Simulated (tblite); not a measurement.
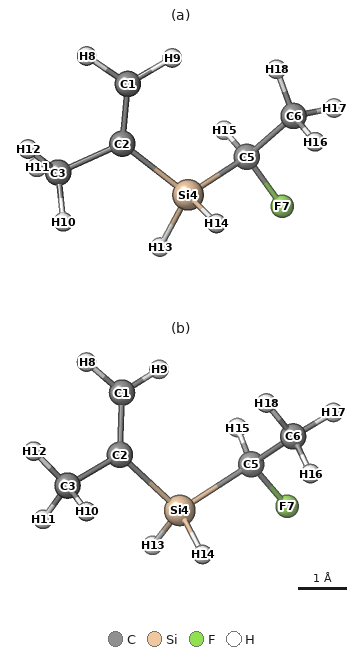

The structure of C5H11FSi before (top) and after (bottom) a relaxation, at one scale.

The picture is a ball-and-stick view, seen at a tilt.

These are results of tblite 0.8.0, GFN2-xTB geometry optimisation, gas phase, not measurements. 

Q: Summarise the run.

A: The energy falls by 40.1 kJ/mol in 178 geometry steps. H10 moves most after the best rigid fit: 1.23 Å. By element the largest moves are H 1.23 Å, C 0.63 Å, Si 0.48 Å, F 0.37 Å. Among the contacts that change: Si4–C5 1.847 → 1.923 Å, C2–Si4 1.833 → 1.890 Å, C6–H16 1.127 → 1.087 Å, C3–H11 1.121 → 1.088 Å. Among the angles between lasting bonds that change: H10–C3–H11 113.7° → 107.4°, C5–C6–H18 115.0° → 109.6°, C5–Si4–H14 112.8° → 107.8°. Groups turn about C2–Si4 by about 45°, C2–C3 by about 30°. Cost: 2.1 s on 1 thread of Arm Neoverse N1, on a shared host.
